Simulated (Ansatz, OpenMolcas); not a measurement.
## C4H8 (methylcyclopropane): a line through the functionals

The species is C4H8 (12 atoms), meant as a singlet with charge 0. As SMILES, `CC1CC1`. The coordinates come from a PBE0-D4/def2-TZVP relaxation.

The vertical energy of the triplet above the singlet y, in eV, basis def2-SVP; a is the functional's share of exact exchange. Programs: Ansatz 0.2.0, OpenMolcas 26.06.

| functional | program | a | y (eV) |
| --- | --- | --- | --- |
| TPSS | OpenMolcas | 0 | 8.19 |
| BLYP | Ansatz | 0 | 7.87 |
| B3LYP | Ansatz | 0.2 | ? |
| r2SCAN0 | Ansatz | 0.25 | 8.44 |
| PBE0 | Ansatz | 0.25 | 8.40 |
| BHLYP | Ansatz | 0.5 | 8.68 |

Problem. Fit y = c + s·a to the known rows and predict B3LYP.

Solution. 
1. Means of the 5 rows: a = 0.2000, y = 8.316.
2. Σ(Δa)² = 0.175, Σ(Δa·Δy) = 0.234, so the slope is 0.234/0.175 = 1.3371.
3. Intercept: 8.316 − (1.3371) × 0.2000 = 8.049. The largest residual of the fit is 0.18.
4. B3LYP: 8.049 + (1.3371) × 0.2 = 8.32 eV.

The run gave 8.27 eV, so the prediction is off by +0.05 eV, within the scatter of the fit. The rows mix families of semi-local functionals, which the line can't see.

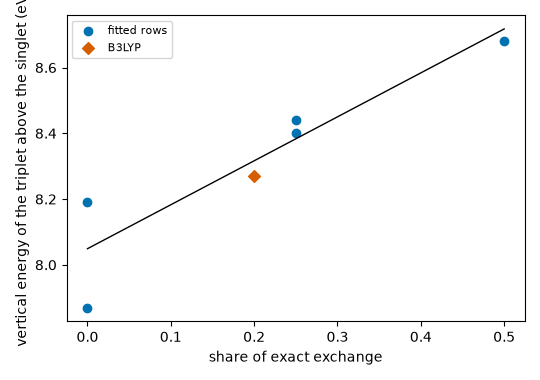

The fitted line, with the withheld row.
